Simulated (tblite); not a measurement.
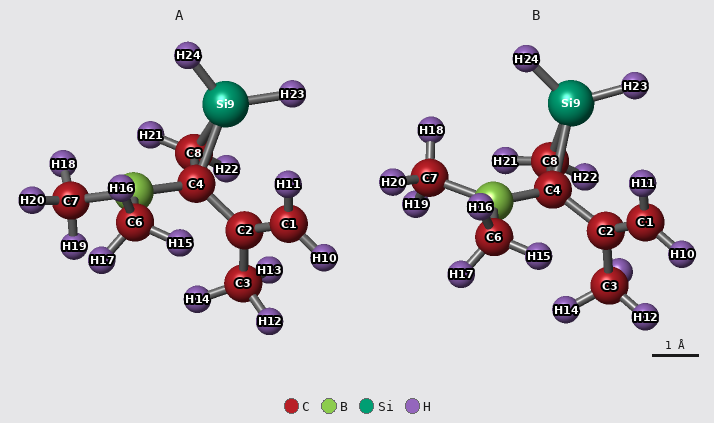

Two geometries of C7H15BSi, drawn at one scale. One is the start of a relaxation, the other its converged end. The picture is a ball-and-stick view, seen at a tilt.

Level of theory: GFN2-xTB geometry optimisation, gas phase (tblite 0.8.0). 

Q: Which one is relaxed?

A: Structure B is the relaxed one. The largest move after the best rigid fit is that of an H atom, 1.00 Å. By element the largest moves are H 1.00 Å, C 0.53 Å, Si 0.34 Å, B 0.23 Å. Some distances before and after: C–Si 1.855 → 1.934 Å, B–C 1.596 → 1.540 Å, C–H 1.135 → 1.090 Å, C–C 1.503 → 1.545 Å. Bond angles that change, for instance: Si–C–H 112.2° → 120.7°, C–Si–H 112.4° → 118.1°, H–C–H 111.7° → 106.2°. After 111 geometry steps the energy has fallen by 73.0 kJ/mol. Cost: 1.9 s on 1 thread of Arm Neoverse N1, with other jobs on the host.
